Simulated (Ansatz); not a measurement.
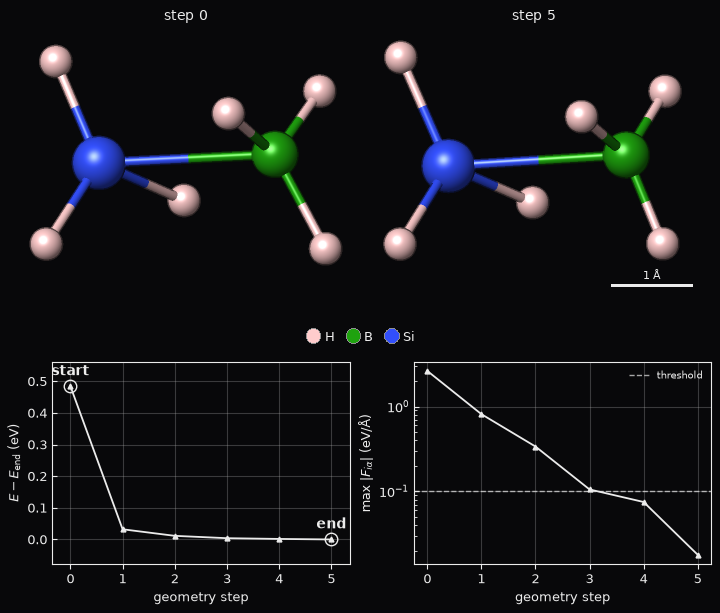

First and last geometry of a saddle-point search of BSiH$_{6}$ (multiplicity 2), with the history of the run. The picture is a ball-and-stick view, seen at a tilt.

These are results of Ansatz 0.2.0, UKS PBE0-D4/def2-mTZVP, not measurements.

The input:
```yaml
crystal:
  periodic: [false, false, false]
  atoms:
    - {symbol: H, position_ang: [-0.374361, -1.113193, 0.582435]}
    - {symbol: B, position_ang: [-0.926655, 0.460460, -0.122975]}
    - {symbol: Si, position_ang: [1.028426, -0.491302, 0.126361]}
    - {symbol: H, position_ang: [-1.483631, 0.788765, 0.902091]}
    - {symbol: H, position_ang: [-1.710160, -0.058775, -1.074286]}
    - {symbol: H, position_ang: [1.729183, 0.093038, 1.166144]}
    - {symbol: H, position_ang: [0.026154, 1.248883, -0.550760]}
    - {symbol: H, position_ang: [1.650445, -0.971658, -1.089087]}
basis:
  gaussian: {orbitals: def2-mTZVP}
magnetization: {spin_polarized: true, initial_magnetization: 1}
hamiltonian: {xc: pbe0, dispersion: d4}
saddle:
  f_tol: 0.1
  max_steps: 40
  mode_guess:
    - [0.4294, -0.6466, 0.2570]
    - [-0.0687, 0.3484, -0.1541]
    - [-0.2531, 0.0868, -0.0213]
    - [0.0143, 0.0716, 0.0076]
    - [-0.0057, 0.0457, -0.0553]
    - [-0.0457, -0.1058, -0.0394]
    - [-0.0516, 0.2328, -0.1107]
    - [-0.0188, -0.0329, 0.1163]
```

Launched with:
```bash
ansatz run in.yaml --threads 2 --pin off --events-out ev --progress --plain --max-ram 4352MiB
```

Did the run converge, and what did it change?

Answer. It converged. H5 moves most after the best rigid fit: 0.15 Å. By element the largest moves are H 0.15 Å, Si 0.11 Å, B 0.06 Å. Some distances before and after: B2–H5 1.337 → 1.194 Å, H1–Si3 1.601 → 1.493 Å, Si3–H6 1.383 → 1.472 Å, B2–H7 1.309 → 1.222 Å. Bond angles that change, for instance: H1–Si3–H6 113.2° → 119.7°, Si3–B2–H5 115.8° → 109.4°, H4–B2–H5 116.0° → 121.7°. Over 5 geometry steps the energy falls by 0.484 eV. Largest force component: 2.6 eV/Å at the start, 0.018 eV/Å at the end.

```
step  E − E(0), eV  largest force component, eV/Å
   0        0.0000                         2.6277
   1       -0.4521                         0.8131
   2       -0.4728                         0.3377
   3       -0.4803                         0.1053
   4       -0.4826                         0.0749
   5       -0.4843                         0.0179
```
